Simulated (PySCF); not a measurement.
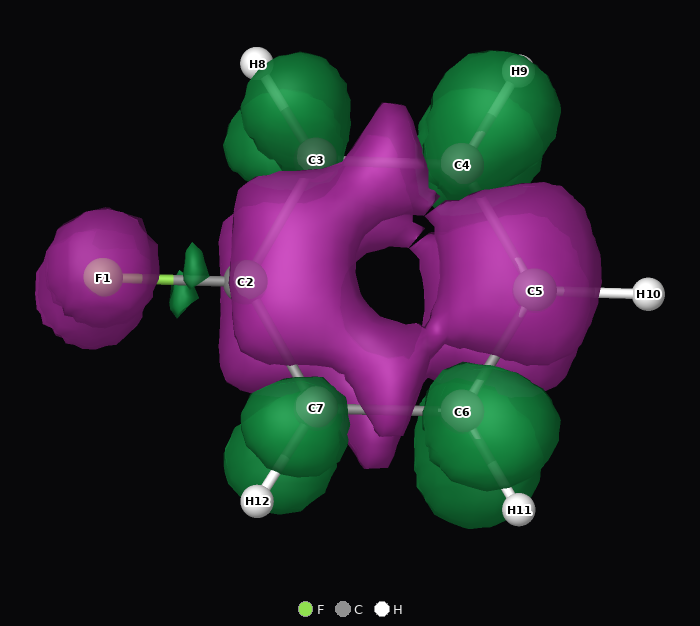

*C6H5F, SMILES `Fc1ccccc1`. Unrelaxed difference density of S₁ less the ground state (TDA singlet states), ±0.006 e/Å³; green: gain, purple: loss.*

Level of theory: CAM-B3LYP/6-31+G* (PySCF), at a geometry from GFN2-xTB. No frequency check shows the geometry to be a minimum.

### How does the charge move on excitation?

0.22 e is displaced in all, mostly between regions of the same atoms. The state: 5.60 eV (221 nm), f = 0.013, π → π*; the leading pair carries 63 %; hole on C5 (18 %), C2 (16 %) and C3 and C7 (14 % each), electron on C4 and C6 (16 % each), C3 and C7 (15 % each) and C2 and C5 (13 % each) (shares are of the whole state, not of the leading pair alone); their centroids lie 0.1 Å apart.
